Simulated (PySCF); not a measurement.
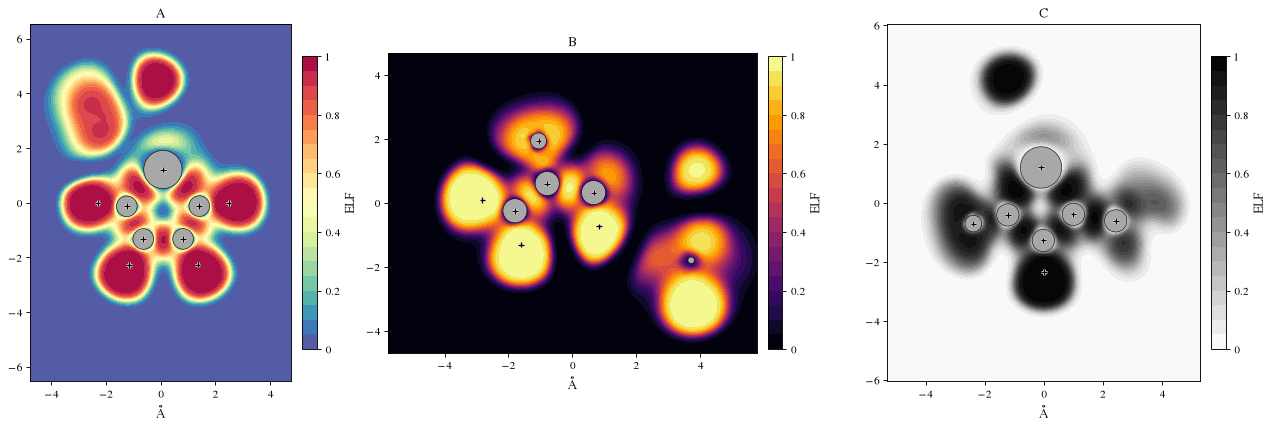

The electron localisation function of 3 systems, each on a plane through atoms (crosses mark nuclei in the plane; grey discs cover the cores).

All numbers below come from PBE0/pcSseg-1, SCF density, gas phase, non-relativistic in PySCF 2.14.0.

System 1: C₆H₉ClSi, the plane of atoms C6, C7 and C8. Geometry: GFN2-xTB.

```xyz
17

Cl    2.3727    1.8925   -0.1308
C     2.7099    0.1490   -0.0054
C     1.4984   -0.6447   -0.4372
Si   -0.0746   -0.0279    0.4550
C    -1.5303   -1.2149    0.2680
C    -2.5282   -0.5795   -0.3550
C    -2.2729    0.7975   -0.7508
C    -1.0669    1.2929   -0.4512
H     3.5850   -0.0486   -0.6262
H     2.9542   -0.0393    1.0398
H     1.6829   -1.6951   -0.2135
H     1.3727   -0.5621   -1.5166
H     0.2207    0.2978    1.8550
H    -1.6209   -2.2333    0.6053
H    -3.4871   -1.0261   -0.5799
H    -3.0458    1.3540   -1.2624
H    -0.7768    2.2999   -0.6957
```

System 2: C₆H₁₁FSi (SMILES C=CC[SiH2]CC(=C)F), the plane of atoms C6, C7 and H18. Geometry: GFN2-xTB.

```xyz
19

C     2.4653    1.1881   -0.7929
C     2.3472    0.2142    0.0923
C     1.7573   -1.1220   -0.1910
Si   -0.0117   -1.2583    0.5243
C    -1.0674    0.0915   -0.3353
C    -2.4358    0.1376    0.2241
C    -2.9882    1.0697    0.9779
F    -3.1626   -0.9697   -0.0853
H     2.1561    1.0617   -1.8181
H     2.8826    2.1470   -0.5370
H     2.6660    0.3726    1.1146
H     2.3746   -1.8986    0.2597
H     1.7374   -1.2987   -1.2669
H     0.0031   -0.9995    1.9690
H    -0.5645   -2.5855    0.2432
H    -1.1329   -0.1380   -1.4002
H    -0.5997    1.0682   -0.2292
H    -3.9947    0.9743    1.3422
H    -2.4420    1.9546    1.2410
```

System 3: C₆H₈O₂Si, the plane of atoms Si3, C7 and C6. Geometry: GFN2-xTB.

```csv
atom,x (Å),y (Å),z (Å)
C,2.6447,-0.0252,-0.6245
C,1.3090,-0.6902,-0.2943
Si,0.2099,0.3744,0.8282
C,-0.9279,1.7490,0.0180
O,-0.8110,2.7947,-0.5656
C,-2.1393,0.9608,0.3318
C,-1.6475,-0.1304,0.9516
C,-2.3297,-1.2885,1.4900
O,-2.0501,-2.4360,1.2506
H,3.2122,0.1738,0.2811
H,2.4871,0.9183,-1.1408
H,3.2416,-0.6708,-1.2654
H,0.7815,-0.9132,-1.2246
H,1.4968,-1.6494,0.1919
H,0.8140,0.6814,2.1257
H,-3.1597,1.1991,0.0751
H,-3.1385,-1.0357,2.2107
```

Q: Match each panel to its system.

A: Panel A is system 1, C₆H₉ClSi: the plane holds Si, C and H. C–C (1.34 Å): the ELF peaks at about 0.90 between the atoms: a multiple bond. Panel B is system 2, C₆H₁₁FSi: the plane holds C, F and H. C–C (1.32 Å): the ELF peaks at about 0.90 between the atoms (a multiple bond). Panel C is system 3, C₆H₈O₂Si: the plane holds Si, C, O and H. C–O (1.20 Å): the ELF peaks at about 0.85 between the atoms: a short, multiple covalent bond.
